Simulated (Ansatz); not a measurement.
# singlet CH5B at 6 levels

Aim: a comparison of 6 runs (B2PLYP/STO-3G, PBE0/STO-3G, r2SCAN/STO-3G, RPA@PBE/STO-3G, MP2/STO-3G, CCSDTQ/STO-3G) of singlet CH5B. 

Program for the calculation: Ansatz 0.2.0.

2 further runs of the same task are left out: 2 set aside as unsound or not needed.

### Step 1. The system as given

The species is CH5B (7 atoms), meant as a singlet with charge 0. As SMILES of the parent species, `[BH2-]C`. The coordinates come from a GFN2-xTB relaxation. That shape belongs to the parent species and isn't relaxed for this state.

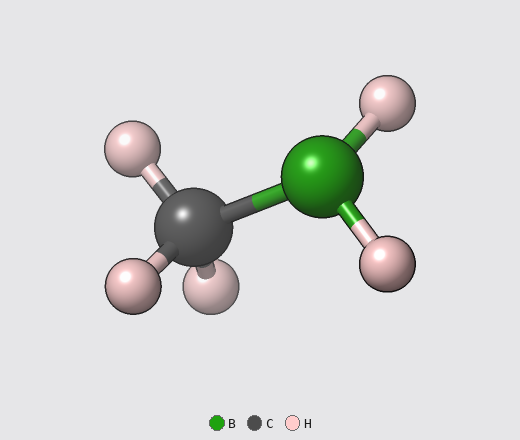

The structure, seen from a chosen angle (boron green, carbon dark grey, hydrogen pink).

### Step 2. A single-point energy at B2PLYP/STO-3G (run 1)

molecule.yaml reads:

```yaml
basis:
  gaussian:
    orbitals: STO-3G
crystal:
  periodic: [false, false, false]
  atoms:
    - {symbol: B, position_ang: [-0.367620, -0.876680, 0.296410]}
    - {symbol: C, position_ang: [0.129860, 0.657930, -0.010930]}
    - {symbol: H, position_ang: [0.566410, -1.652080, 0.572900]}
    - {symbol: H, position_ang: [-1.111250, -1.340120, -0.587590]}
    - {symbol: H, position_ang: [0.713810, 1.090030, 0.817870]}
    - {symbol: H, position_ang: [0.779370, 0.770230, -0.909000]}
    - {symbol: H, position_ang: [-0.710590, 1.350700, -0.179660]}
hamiltonian:
  xc: {name: B2PLYP}
correlation:
  frozen_orbitals: {B: 1, C: 1, H: 0}
accuracy: high
```

The run is started by

```sh
$ ansatz run molecule.yaml --threads 1 --pin off --max-ram 2610MiB --events-out events.jsonl --progress --plain --runs-dir runs
```

What it wrote:

```text
Warning: RAYON_NUM_THREADS=1 ignored (pool sized by the plan → 1); use --threads N
Functional definition: B2PLYP
  name "B2PLYP"
  parameter a = 0.53
  parameter c = 0.27
  exchange = (1 - a)*b88_x + a*exact_x
  correlation = (1 - c)*lyp_c + c*(mp2_os + mp2_ss)
253 factors; integrals over basis functions are off by at most 1.4e-8 eV
mean field evaluation 1: about -1766.9329 eV, gradient 1.0e1 eV
mean field evaluation 2: about -1766.9223 eV, gradient 1.0e1 eV
mean field evaluation 4: about -1767.3710 eV, gradient 7.6e-1 eV
mean field evaluation 8: about -1767.3727 eV, gradient 2.4e-3 eV
mean field evaluation 16: about -1767.3727 eV, gradient 4.7e-8 eV
mean field -1767.37270685 eV, -64.9497490086 hartree, gradient 4.7e-8 eV, S^2 0.000000; 0 other end points of the search recorded, 0 dependent functions left out
2 core orbitals not correlated: weight in the atoms' cores, before any rotation towards them, 1.000 or more for the frozen orbitals, at most 0.000 for the correlated occupied ones
reference -1767.37272456 eV, -64.9497496595 hartree; 6, 6 occupied and 7, 7 virtual orbitals, 253 factors
second order -3.16216079 eV of doubles, -0.00000000 eV of singles
Total energy: -1768.22650798 eV, -64.9811256212 hartree
```

Wall time 1.2 s (1 thread of Arm Neoverse V1, shared host); peak memory 0.095 GiB.

### Step 3. The energy at PBE0/STO-3G (run 2)

job.yaml reads:

```yaml
crystal:
  periodic: [false, false, false]
  atoms:
    - {symbol: B, position_ang: [-0.367620, -0.876680, 0.296410]}
    - {symbol: C, position_ang: [0.129860, 0.657930, -0.010930]}
    - {symbol: H, position_ang: [0.566410, -1.652080, 0.572900]}
    - {symbol: H, position_ang: [-1.111250, -1.340120, -0.587590]}
    - {symbol: H, position_ang: [0.713810, 1.090030, 0.817870]}
    - {symbol: H, position_ang: [0.779370, 0.770230, -0.909000]}
    - {symbol: H, position_ang: [-0.710590, 1.350700, -0.179660]}
basis:
  gaussian:
    orbitals: STO-3G
hamiltonian:
  xc: {name: PBE0}
accuracy: high
```

The run is started by

```sh
$ ansatz run job.yaml --threads 1 --pin off --max-ram 2610MiB --events-out events.jsonl --progress --plain --runs-dir runs
```

What it wrote:

```text
Warning: RAYON_NUM_THREADS=1 ignored (pool sized by the plan → 1); use --threads N
Functional definition: PBE0
  name "PBE0"
  parameter a = 0.25
  parameter kappa = 0.804
  parameter beta = 0.06672455060314922
  exchange = (1 - a)*pbe_x(kappa = kappa, mu = beta*pi^2/3) + a*exact_x
  correlation = pbe_c(beta = beta)
253 factors; integrals over basis functions are off by at most 1.4e-8 eV
mean field evaluation 1: about -1769.2139 eV, gradient 9.1e0 eV
mean field evaluation 2: about -1769.4013 eV, gradient 6.2e0 eV
mean field evaluation 4: about -1769.5324 eV, gradient 2.5e-1 eV
mean field evaluation 8: about -1769.4761 eV, gradient 1.1e-3 eV
mean field -1769.47608175 eV, -65.0270466103 hartree, gradient 3.9e-8 eV, S^2 0.000000; 0 other end points of the search recorded, 0 dependent functions left out
reference -1769.47608325 eV, -65.0270466653 hartree; 8, 8 occupied and 7, 7 virtual orbitals, 253 factors
Total energy: -1769.47608325 eV, -65.0270466653 hartree
```

It took 0.95 s on 1 thread of Arm Neoverse V1, shared host; peak memory 0.091 GiB.

Runs 3 to 5 aren't shown in full; the table further down has their settings and results.

### Step 4. The energy at CCSDTQ/STO-3G (run 6)

in.yaml reads:

```yaml
crystal:
  periodic: [false, false, false]
  atoms:
    - {symbol: B, position_ang: [-0.367620, -0.876680, 0.296410]}
    - {symbol: C, position_ang: [0.129860, 0.657930, -0.010930]}
    - {symbol: H, position_ang: [0.566410, -1.652080, 0.572900]}
    - {symbol: H, position_ang: [-1.111250, -1.340120, -0.587590]}
    - {symbol: H, position_ang: [0.713810, 1.090030, 0.817870]}
    - {symbol: H, position_ang: [0.779370, 0.770230, -0.909000]}
    - {symbol: H, position_ang: [-0.710590, 1.350700, -0.179660]}
basis:
  gaussian:
    orbitals: STO-3G
accuracy: high
scf:
  omitted_lower_state_checks: [cluster_reference, increment]
correlation:
  method: ccsdtq
  frozen_orbitals: {B: 1, C: 1, H: 0}
```

The run is started by

```sh
$ ansatz run in.yaml --threads 1 --pin off --max-ram 2610MiB --events-out events.jsonl --progress --plain --runs-dir runs
```

What it wrote, shortened:

```text
Warning: RAYON_NUM_THREADS=1 ignored (pool sized by the plan → 1); use --threads N
Functional definition: HF
  name "HF"
[...]
253 factors; integrals over basis functions are off by at most 1.4e-8 eV
[...]
mean field -1758.49857140 eV, -64.6236305460 hartree, gradient 9.7e-8 eV, S^2 0.000000; 0 other end points of the search recorded, 0 dependent functions left out
2 core orbitals not correlated: weight in the atoms' cores, before any rotation towards them, 1.000 or more for the frozen orbitals, at most 0.000 for the correlated occupied ones
reference -1758.49857140 eV, -64.6236305460 hartree; 6, 6 occupied and 7, 7 virtual orbitals, 253 factors
second order -2.50698324 eV of doubles, -0.00000000 eV of singles
cycle   1  -3.14222695 eV  change   -6.4e-1 eV  update   6.0e-2
[...]
cycle  21  -3.50384164 eV  change  -1.6e-10 eV  update  5.5e-10
Total energy: -1762.00241304 eV, -64.7523943512 hartree
Checks for a lower state left out: cluster_reference, increment
```

Run time: 3.9 s. Hardware: 1 thread of Arm Neoverse V1, shared host; peak memory 0.1 GiB.

### Step 5. The series

| run | level | frozen core orbitals | energy (Eh) | wall time |
| --- | --- | --- | --- | --- |
| 1 | B2PLYP/STO-3G | 2 | -64.981126 | 1.2 s |
| 2 | PBE0/STO-3G | – | -65.027047 | 0.95 s |
| 3 | r2SCAN/STO-3G | – | -65.067452 | 2.2 s |
| 4 | RPA@PBE/STO-3G | 2 | -64.818886 | 1.4 s |
| 5 | MP2/STO-3G | 2 | -64.715760 | 0.08 s |
| 6 | CCSDTQ/STO-3G | 2 | -64.752394 | 3.9 s |

### Step 6. Outcome

| quantity | value |
| --- | --- |
| run 6: total energy | -64.75239 Eh |
| run 6: correlation energy (2 core orbitals frozen) | -128.8 mEh |
| run 6: T1 diagnostic | 0.005 |

Totals of different functionals can't be ranked against each other. In runs 1, 2, 3, 4, 5, 6 the basis is minimal, so the values are rough. All runs together took 9.8 s, the longest 3.9 s.
